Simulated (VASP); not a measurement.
# ZrTiGe2: structure and properties in VASP, part 2 of 6

What structure does ZrTiGe2 take at this level, and what are its properties? The cell is invented: it takes the structure of a Materials Project entry for ZrTiC2 (space group 166 there), with some of its atoms replaced by other elements, volume scaled by an estimate. It may not be a known or stable phase.

VASP 6.6.1, plane waves and PAW; the level of theory is named at each step.

So far. Step 2 (First try): The fault in the input: tetrahedra on too few k points (ISMEAR = -5 and k-mesh = [1, 1, 1]). Use more k-points.

**3. Rough relaxation of the start cell (continued)**

Level of this step: vdW-DF2; plane waves and PAW (Zr_sv, Ge_d, Ti_sv); invented cell (VASP).

OUTCAR, selected parts (step 3):

```text
ion  position               nearest neighbor table
   1  0.000  0.000  0.000-   3 2.58   2 2.58   3 2.58   3 2.58   2 2.58   2 2.58
   2  0.244  0.244  0.244-   4 2.46   4 2.46   4 2.46   1 2.58   1 2.58   1 2.58
   3  0.756  0.756  0.756-   4 2.46   4 2.46   4 2.46   1 2.58   1 2.58   1 2.58
   4  0.500  0.500  0.500-   2 2.46   3 2.46   2 2.46   2 2.46   3 2.46   3 2.46

  LATTYP: Found a trigonal (rhomboedric) cell.
 ALAT       =     6.1435227120
 COS(alpha) =     0.8309253214

 Subroutine GETGRP returns: Found 12 space group operations
 (whereof 12 operations were pure point group operations)

The static configuration has the point symmetry D_3d.

 Found     19 irreducible k-points:

   k-points           NKPTS =     19   k-points in BZ     NKDIM =     19   number of bands    NBANDS=     32

   dimension x,y,z NGX =    30 NGY =   30 NGZ =   30
   dimension x,y,z NGXF=    60 NGYF=   60 NGZF=   60

   ENCUT  =  410.0 eV  30.13 Ry    5.49 a.u.  10.14 10.14 10.14*2*pi/ulx,y,z

   NELECT =      52.0000    total number of electrons

 k-points in reciprocal lattice and weights: Automatic mesh
   0.00000000  0.00000000  0.00000000       0.008
   0.20000000  0.00000000 -0.00000000       0.048
   0.40000000 -0.00000000  0.00000000       0.048
   0.20000000  0.20000000 -0.00000000       0.048
   0.40000000  0.20000000  0.00000000       0.096
  -0.40000000  0.20000000  0.00000000       0.096
  -0.20000000  0.20000000  0.00000000       0.048
   0.40000000  0.40000000  0.00000000       0.048
  -0.40000000  0.40000000  0.00000000       0.048
[...]
0.40000000  0.40000000  0.40000000       0.016
  -0.40000000  0.40000000  0.40000000       0.048

 average (electrostatic) potential at core
       1 -77.5845       2 -71.4118       3 -71.4118       4 -74.3304

 E-fermi :   7.2239

 k-point     1 :       0.0000    0.0000    0.0000
  band No.  band energies     occupation
    ...
     19      -2.9490      2.00000
     20      -0.5193      2.00000
     21       2.8142      2.00000
     22       5.2078      2.00000
     23       5.2078      2.00000
     24       7.3193      0.00702
     25       7.3193      0.00702
     26       7.5441      0.00000
     27       7.7981      0.00000
     28       7.7981      0.00000
    ...

 k-point     2 :       0.2000    0.0000   -0.0000
  band No.  band energies     occupation
    ...
     22       5.0424      2.00000
     23       5.4102      2.00000
     24       5.9143      2.00000
     25       6.6237      2.00000
     26       6.7933      2.00000
     27       7.6071      0.00000
     28       7.9743      0.00000
     29       8.6728      0.00000
     30       8.7466      0.00000
     31       9.2946      0.00000
    ...

 k-point     3 :       0.4000   -0.0000    0.0000
  band No.  band energies     occupation
    ...
     22       4.1179      2.00000
     23       4.8192      2.00000
     24       5.6351      2.00000
     25       5.7249      2.00000
     26       6.1436      2.00000
     27       7.8603      0.00000
     28       8.3134      0.00000
     29       8.3549      0.00000
     30       8.8303      0.00000
     31       9.2872      0.00000
    ...

Total vdW correction in eV:      8.1029982

  Total        0.0084713      0.0084713     -0.0781715      0.0000000     -0.0000000      0.0000000
  in kB        0.1661744      0.1661743     -1.5334225      0.0000000     -0.0000001      0.0000000
  external PRESSURE =      -0.4003579 kB  Pullay stress =       0.0000000 kB

  energy-cutoff  :      410.00
  volume of cell :       81.68
      direct lattice vectors                 reciprocal lattice vectors
     1.957695497  1.130276284  6.151996784     0.255402334  0.147456623  0.054182941
    -1.957695497  1.130276284  6.151996784    -0.255402334  0.147456623  0.054182941
     0.000000000 -2.260551407  6.151996772     0.000000000 -0.294913246  0.054182968

 POSITION                                       TOTAL-FORCE (eV/Angst)
 -----------------------------------------------------------------------------------
      0.00000      0.00000      0.00000        -0.000000     -0.000000     -0.000000
      0.00000      0.00000      4.51245        -0.000000     -0.000000     -0.030066
      0.00000      0.00000     13.94354         0.000000      0.000000      0.030066
      0.00000      0.00000      9.22800         0.000000     -0.000000     -0.000000
 -----------------------------------------------------------------------------------
    total drift:                                0.000000     -0.000000     -0.000000

  FREE ENERGIE OF THE ION-ELECTRON SYSTEM (eV)
  ---------------------------------------------------
  free  energy   TOTEN  =       -13.0504636601 eV

  energy  without entropy=      -13.0484815641  energy(sigma->0) =      -13.04947261

Total vdW correction in eV:      8.1030008

 reached required accuracy - stopping structural energy minimisation

 total charge
# of ion       s       p       d       tot
------------------------------------------
    1        2.142   5.960   1.634   9.736
    2        1.161   1.347   9.993  12.501
    3        1.161   1.347   9.993  12.501
    4        2.147   6.086   1.953  10.187
--------------------------------------------------
tot          6.611  14.741  23.573  44.925

[... 3 further parts left out ...]
```

CONTCAR:

```
ZrTiGe2
   1.00000000000000
     1.9576954973499743    1.1302762835825859    6.1519967835582934
    -1.9576954973499743    1.1302762835825859    6.1519967835582934
     0.0000000000000000   -2.2605514065845536    6.1519967723984470
  Zr              Ge              Ti
     1     2     1
Direct
     0.0000000000000000    0.0000000000000000    0.0000000000000000
     0.2444977868299838    0.2444977868299838    0.2444977868641845
     0.7555022131700161    0.7555022131700161    0.7555022131358157
     0.5000000000000000    0.5000000000000000    0.5000000000000000
```

The k-mesh is coarse for a metal. This relaxation is a rough one on cheap settings, only to bring the start near its minimum. The PAW data sets were made with PBE, which is usual practice but a small mismatch for other functionals. After so large a change of volume the plane waves of the start cell no longer fit, so the final stress carries a basis-set error. The run keeps the 12 symmetry operations of its start, so it cannot find a distortion of lower symmetry.

Step by step:

```csv
step,energy less that of the first step (eV),largest force (eV/Å),pressure (GPa),volume (Å³)
1,0.0000,0.3398,36.93,63.96
2,-0.3661,0.4212,-15.19,104.50
3,-1.6010,0.1441,-0.97,82.29
4,-1.6559,0.1107,-0.06,81.64
5,-1.6555,0.0999,0.47,81.25
6,-1.6594,0.0446,0.35,81.27
7,-1.6614,0.0025,0.33,81.29
8,-1.6627,0.0748,0.32,81.31
9,-1.6628,0.0535,0.34,81.30
10,-1.6628,0.0143,-0.47,81.95
11,-1.6632,0.0405,-0.03,81.64
12,-1.6632,0.0301,-0.04,81.68
```

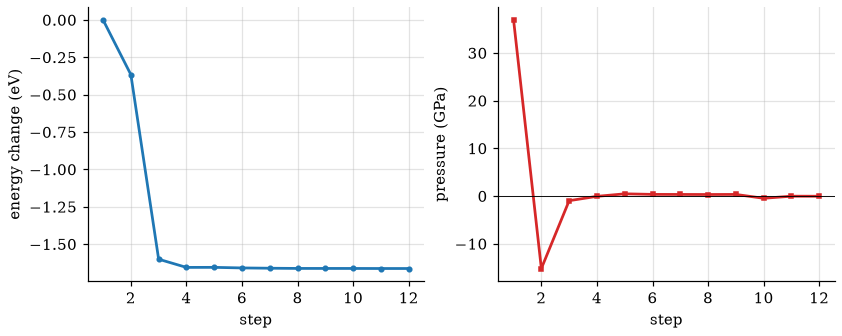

Energy and pressure along the relaxation.

```csv
"conventional cell, symmetrised",before,after,change
a (Å),3.572,3.915,+9.6 %
b (Å),3.572,3.915,+9.6 %
c (Å),17.361,18.456,+6.3 %
volume (Å³/atom),15.99,20.42,+27.7 %
```

Final coordinates:

```
Zr Ge Ti
1.0
     1.95770    1.13028    6.15200
    -1.95770    1.13028    6.15200
     0.00000   -2.26055    6.15200
Zr Ge Ti
1 2 1
Direct
  0.00000 0.00000 0.00000
  0.24450 0.24450 0.24450
  0.75550 0.75550 0.75550
  0.50000 0.50000 0.50000
```

Numbers from this step:

* electrons: 52
* bands: 32
* irreducible k-points: 19
* symmetry operations: 12
* free energy (TOTEN): -13.05 eV
* energy at zero smearing: -13.05 eV
* Fermi energy: 7.224 eV
* pressure: -0.04004 GPa
* metallic: yes
* SCF cycles over all ionic steps: 266

It ends with a largest force of 0.030 eV/Å and a pressure of -0.04 GPa.

**4. Full relaxation (vdW-DF2)**

Properties are meant for the cell that this level of theory prefers, so cell and atoms are relaxed first (ISIF = 3) until forces and stress are small; EDIFFG sets the threshold.

Contents of INCAR:

```
SYSTEM = ZrTiGe2
PREC = Accurate
ENCUT = 410
EDIFF = 1E-06
NELM = 100
ISMEAR = 0
SIGMA = 0.05
LREAL = .FALSE.
ALGO = Normal
GGA = ML
AGGAC = 0
LUSE_VDW = .TRUE.
ZAB_VDW = -1.8867
LASPH = .TRUE.
NBANDS = 32
LORBIT = 11
LWAVE = .FALSE.
LCHARG = .FALSE.
KPAR = 2
IBRION = 2
NSW = 60
ISIF = 3
EDIFFG = -0.01
```

Contents of POSCAR:

```
ZrTiGe2
1.0
    1.9576954973      1.1302762836      6.1519967836
   -1.9576954973      1.1302762836      6.1519967836
    0.0000000000     -2.2605514066      6.1519967724
Zr Ge Ti
1 2 1
Direct
    0.0000000000      0.0000000000      0.0000000000
    0.2444977868      0.2444977868      0.2444977869
    0.7555022132      0.7555022132      0.7555022131
    0.5000000000      0.5000000000      0.5000000000
```

Contents of KPOINTS:

```
Automatic mesh
0
Gamma
7 7 7
0 0 0
```

Potentials, in the order of the species: Zr_sv, Ge_d and Ti_sv (PBE family, release 64).

The run is started by

```bash
mpirun -np 2 vasp_std
```

The program printed:

```text
[banner, memory and clock lines left out]
running    2 mpi-ranks, on    1 nodes
 distrk:  each k-point on    1 cores,    2 groups
 distr:  one band on    1 cores,    1 groups

 POSCAR found type information on POSCAR ZrGeTi
 POSCAR found :  3 types and       4 ions
 [... a notice as in an earlier step ...]

 [... a notice as in an earlier step ...]

 LDA part: xc-table for (Slater+PW92), standard interpolation
 POSCAR, INCAR and KPOINTS ok, starting setup
 FFT: planning ... GRIDC
 FFT: planning ... GRID_SOFT
 FFT: planning ... GRID
 WAVECAR not read
 entering main loop
       N       E                     dE             d eps       ncg     rms          rms(c)
DAV:   1     0.566574719180E+03    0.56657E+03   -0.23433E+04  3416   0.326E+03
DAV:   2     0.749145504315E+02   -0.49166E+03   -0.48049E+03  2872   0.796E+02
DAV:   3    -0.981055557455E+01   -0.84725E+02   -0.83961E+02  3968   0.210E+02
DAV:   4    -0.164499439603E+02   -0.66394E+01   -0.66075E+01  4056   0.586E+01
DAV:   5    -0.167590804221E+02   -0.30914E+00   -0.30909E+00  3976   0.109E+01    0.153E+01
DAV:   6    -0.147946368611E+02    0.19644E+01   -0.42992E+01  3928   0.531E+01    0.131E+01
DAV:   7    -0.137611051874E+02    0.10335E+01   -0.39719E+01  3784   0.267E+01    0.599E+00
DAV:   8    -0.132477671887E+02    0.51334E+00   -0.30265E+00  3528   0.788E+00    0.356E+00
DAV:   9    -0.130931818810E+02    0.15459E+00   -0.12470E+00  4064   0.445E+00    0.956E-01
DAV:  10    -0.131188491088E+02   -0.25667E-01   -0.10229E-01  3944   0.171E+00    0.866E-01
DAV:  11    -0.131088247161E+02    0.10024E-01   -0.58487E-02  3720   0.110E+00    0.135E-01
DAV:  12    -0.131090061166E+02   -0.18140E-03   -0.14422E-03  3832   0.238E-01    0.517E-02
DAV:  13    -0.131090330386E+02   -0.26922E-04   -0.34583E-04  4272   0.838E-02    0.371E-02
DAV:  14    -0.131090210889E+02    0.11950E-04   -0.22843E-04  3616   0.760E-02    0.124E-02
DAV:  15    -0.131090218889E+02   -0.80006E-06   -0.14886E-05  3160   0.239E-02    0.273E-03
DAV:  16    -0.131090229294E+02   -0.10405E-05   -0.12516E-06  2552   0.639E-03    0.142E-03
DAV:  17    -0.131090233999E+02   -0.47049E-06   -0.90081E-07  2360   0.525E-03
   1 F= -.13109023E+02 E0= -.13108433E+02  d E =-.131090E+02
 curvature:   0.00 expect dE= 0.000E+00 dE for cont linesearch  0.000E+00
 trial: gam= 0.00000 g(F)=  0.201E-04 g(S)=  0.116E-02 ort = 0.000E+00 (trialstep = 0.100E+01)
 search vector abs. value=  0.118E-02
 bond charge predicted
       N       E                     dE             d eps       ncg     rms          rms(c)
DAV:   1    -0.131177284351E+02   -0.87055E-02   -0.23482E-01  3224   0.509E+00    0.665E-01
DAV:   2    -0.131140157667E+02    0.37127E-02   -0.47545E-02  3680   0.186E+00    0.415E-01
DAV:   3    -0.131115767925E+02    0.24390E-02   -0.30143E-02  3904   0.812E-01    0.314E-01
DAV:   4    -0.131097836527E+02    0.17931E-02   -0.62482E-03  4296   0.657E-01    0.905E-02
DAV:   5    -0.131097962659E+02   -0.12613E-04   -0.74799E-04  4016   0.193E-01    0.437E-02
DAV:   6    -0.131097953346E+02    0.93127E-06   -0.83395E-05  4472   0.682E-02    0.298E-02
DAV:   7    -0.131097950195E+02    0.31515E-06   -0.20784E-05  3760   0.391E-02    0.855E-03
DAV:   8    -0.131097944800E+02    0.53949E-06   -0.22392E-06  2704   0.155E-02
   2 F= -.13109794E+02 E0= -.13109237E+02  d E =-.771080E-03
[...]
3 F= -.13109874E+02 E0= -.13109336E+02  d E =-.850507E-03
 curvature:  -0.72 expect dE=-0.391E-03 dE for cont linesearch -0.367E-05
 trial: gam= 0.39136 g(F)=  0.313E-05 g(S)=  0.537E-03 ort = 0.775E-04 (trialstep = 0.111E+01)
 search vector abs. value=  0.782E-03
 bond charge predicted
       N       E                     dE             d eps       ncg     rms          rms(c)
DAV:   1    -0.131170138769E+02   -0.71398E-02   -0.19235E-01  3424   0.457E+00    0.621E-01
DAV:   2    -0.131145228526E+02    0.24910E-02   -0.49938E-02  3672   0.174E+00    0.415E-01
DAV:   3    -0.131116568338E+02    0.28660E-02   -0.28740E-02  3824   0.781E-01    0.272E-01
DAV:   4    -0.131103089622E+02    0.13479E-02   -0.44859E-03  4208   0.588E-01    0.812E-02
DAV:   5    -0.131103059287E+02    0.30335E-05   -0.61843E-04  3824   0.167E-01    0.404E-02
DAV:   6    -0.131103052033E+02    0.72543E-06   -0.65066E-05  4344   0.632E-02    0.258E-02
DAV:   7    -0.131103056279E+02   -0.42463E-06   -0.19367E-05  3696   0.354E-02    0.676E-03
DAV:   8    -0.131103062957E+02   -0.66774E-06   -0.20014E-06  2472   0.154E-02
   4 F= -.13110306E+02 E0= -.13109801E+02  d E =-.432389E-03
 trial-energy change:   -0.000432  1 .order   -0.000372   -0.000632   -0.000111
 step:   1.2399(harm=  1.3434)  dis= 0.00068  next Energy=   -13.110313 (dE=-0.439E-03)
 reached required accuracy - stopping structural energy minimisation
```

Wall time 7.7 min (2 MPI ranks of AMD EPYC 9R45, shared host); peak memory 1.8 GiB; 15 min of CPU time.

OUTCAR, selected parts (step 4):

```text
  LATTYP: Found a trigonal (rhomboedric) cell.
 ALAT       =     6.5541712339
 COS(alpha) =     0.8215630824

The static configuration has the point symmetry D_3d.

 Found     44 irreducible k-points:

   k-points           NKPTS =     44   k-points in BZ     NKDIM =     44   number of bands    NBANDS=     32

   dimension x,y,z NGX =    48 NGY =   48 NGZ =   48
   dimension x,y,z NGXF=    96 NGYF=   96 NGZF=   96

   ENCUT  =  410.0 eV  30.13 Ry    5.49 a.u.  10.82 10.82 10.82*2*pi/ulx,y,z

   NELECT =      52.0000    total number of electrons

 E-fermi :   7.2744

 k-point     1 :       0.0000    0.0000    0.0000
  band No.  band energies     occupation
    ...
     19      -2.9435      2.00000
     20      -0.5371      2.00000
     21       2.8051      2.00000
     22       5.2583      2.00000
     23       5.2583      2.00000
     24       7.3549      0.02283
     25       7.3549      0.02282
     26       7.5279      0.00000
     27       7.8091      0.00000
     28       7.8091      0.00000
    ...

 k-point     2 :       0.1429   -0.0000   -0.0000
  band No.  band energies     occupation
    ...
     22       5.1726      2.00000
     23       5.3690      2.00000
     24       6.5927      2.00000
     25       6.9711      2.00000
     26       7.0635      2.00000
     27       7.5649      0.00000
     28       7.8666      0.00000
     29       8.7323      0.00000
     30       8.7909      0.00000
     31       9.4212      0.00000
    ...

Total vdW correction in eV:      8.1001081

  Total        0.0084269      0.0084269      0.0367951      0.0000000      0.0000000      0.0000000
  in kB        0.1656246      0.1656246      0.7231805      0.0000000      0.0000000      0.0000000
  external PRESSURE =       0.3514765 kB  Pullay stress =       0.0000000 kB

  energy-cutoff  :      410.00
  volume of cell :       81.52
      direct lattice vectors                 reciprocal lattice vectors
     1.950002415  1.125834683  6.188607723     0.256409939  0.148038363  0.053862402
    -1.950002415  1.125834683  6.188607723    -0.256409939  0.148038363  0.053862402
     0.000000000 -2.251668202  6.188607711     0.000000000 -0.296076727  0.053862430

 POSITION                                       TOTAL-FORCE (eV/Angst)
 -----------------------------------------------------------------------------------
      0.00000      0.00000     18.56582        -0.000000      0.000000      0.000000
      0.00000      0.00000      4.53762        -0.000000      0.000000      0.006279
      0.00000      0.00000     14.02821        -0.000000     -0.000000     -0.006279
      0.00000      0.00000      9.28291         0.000000      0.000000      0.000000
 -----------------------------------------------------------------------------------
    total drift:                                0.000000     -0.000000      0.000000

  FREE ENERGIE OF THE ION-ELECTRON SYSTEM (eV)
  ---------------------------------------------------
  free  energy   TOTEN  =       -13.1103062957 eV

  energy  without entropy=      -13.1092951823  energy(sigma->0) =      -13.10980074

Total vdW correction in eV:      8.1001344

 total charge
# of ion       s       p       d       tot
------------------------------------------
    1        2.144   5.960   1.632   9.736
    2        1.161   1.350   9.994  12.506
    3        1.161   1.350   9.994  12.506
    4        2.150   6.086   1.956  10.192
--------------------------------------------------
tot          6.616  14.747  23.577  44.940

[... 2 parts as in an earlier step ...]

[... 7 further parts left out ...]
```

Step by step:

```csv
step,energy less that of the first step (eV),largest force (eV/Å),pressure (GPa),volume (Å³)
1,0.0000,0.0144,-0.17,81.68
2,-0.0008,0.0088,0.12,81.43
3,-0.0009,0.0057,0.20,81.29
4,-0.0013,0.0063,0.04,81.52
```

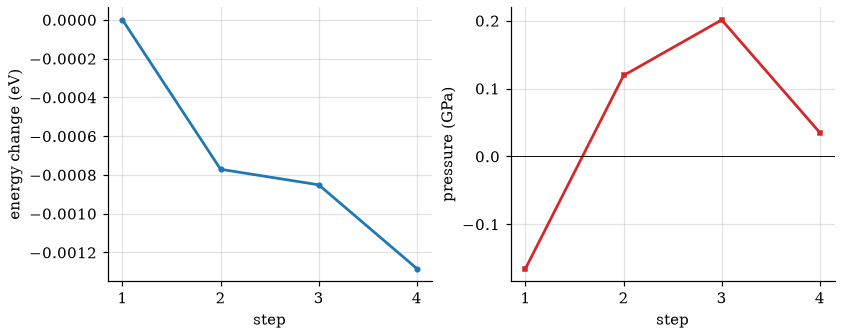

Energy and pressure along the relaxation.

```csv
"conventional cell, symmetrised",before,after,change
a (Å),3.915,3.900,-0.4 %
b (Å),3.915,3.900,-0.4 %
c (Å),18.456,18.566,+0.6 %
volume (Å³/atom),20.42,20.38,-0.2 %
```

Final coordinates:

```xyz
4
Lattice="1.9500 1.1258 6.1886 -1.9500 1.1258 6.1886 0.0000 -2.2517 6.1886" Properties=species:S:1:pos:R:3 pbc="T T T"
Zr    0.0000    0.0000    0.0000
Ge    0.0000    0.0000    4.5376
Ge    0.0000    0.0000   14.0282
Ti    0.0000    0.0000    9.2829
```

Numbers from this step:

```
irreducible k-points            : 44
free energy (TOTEN)             : -13.11 eV
energy at zero smearing         : -13.11 eV
Fermi energy                    : 7.274 eV
pressure                        : 0.03515 GPa
SCF cycles over all ionic steps : 40
```

It ends with a largest force of 0.006 eV/Å and a pressure of 0.04 GPa.

(Part 2 of 6 ends here.)

[Lines on the potential files, build, host, timing and source positions are cut from VASP's logs without a mark.]

[Logs are printed without paths, hosts, clocks, repeated set-up lines and the standing remarks that a program may print on its own settings, such as how far it seeks lower states.]

[Hosts, paths, dates, database ids (printed as entryN), source tags and the programs' standing remarks are cut or masked in the printed files.]

[A measured line is paired with the nearest computed mode of its activity, which favours agreement.]
